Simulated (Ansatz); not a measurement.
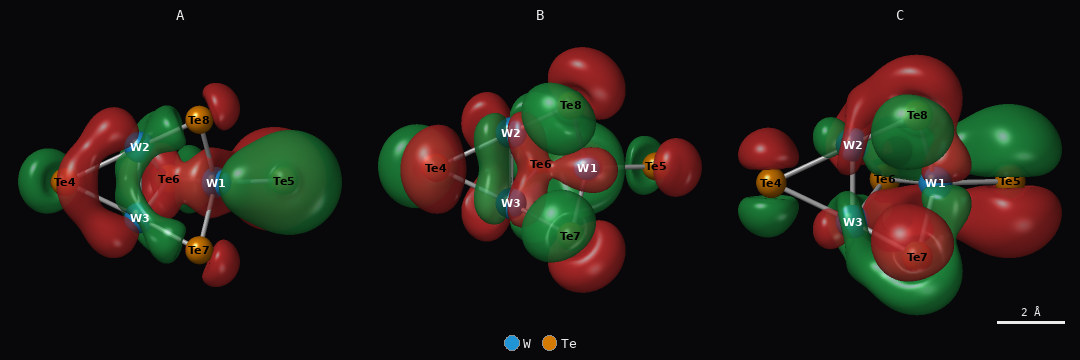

The picture shows: Te$_{5}$W$_{3}$. Three frontier orbitals at ±0.05 Å⁻³ᐟ² (green and red are the two phases), in no order.

Geometry: PBE-D4/def2-SVP; core potentials replace the inner electrons of W and Te.

These are results of Ansatz 0.2.0, RKS PBE0-D4/def2-TZVP, not measurements.

```yaml
atoms:
  - { symbol: W, position_ang: [-1.1093, 0.0654, 0.6576] }
  - { symbol: W, position_ang: [1.1590, -1.1784, -0.2938] }
  - { symbol: W, position_ang: [1.0505, 1.1050, -0.7044] }
  - { symbol: Te, position_ang: [3.2387, -0.1545, -1.7179] }
  - { symbol: Te, position_ang: [-3.6270, -0.0560, 0.6497] }
  - { symbol: Te, position_ang: [-0.7409, -0.4020, -2.0431] }
  - { symbol: Te, position_ang: [-0.0854, 2.4213, 1.3472] }
  - { symbol: Te, position_ang: [0.1144, -1.8008, 2.1047] }
```

Question: Order the three orbitals by energy and name them.

Answer: A is the HOMO−1 (−6.25 eV). By Hirshfeld shares it lies mainly on Te5 (about 50 %), W1 (about 15 %), W2 (about 5 %) and W3 (about 5 %). C is the HOMO (−5.74 eV). Its weight (Hirshfeld) is mainly on Te5 (about 35 %), W1 (about 15 %), Te7 (about 10 %), Te8 (about 10 %), W2 (about 10 %) and W3 (about 10 %). B is the LUMO (−3.40 eV). Its weight (Hirshfeld) is mainly on Te4 (about 20 %), W2 (about 15 %), W3 (about 15 %), W1 (about 15 %), Te7 (about 15 %) and Te8 (about 15 %).

Question: What is the HOMO–LUMO gap?

Answer: 2.34 eV between the orbital energies.
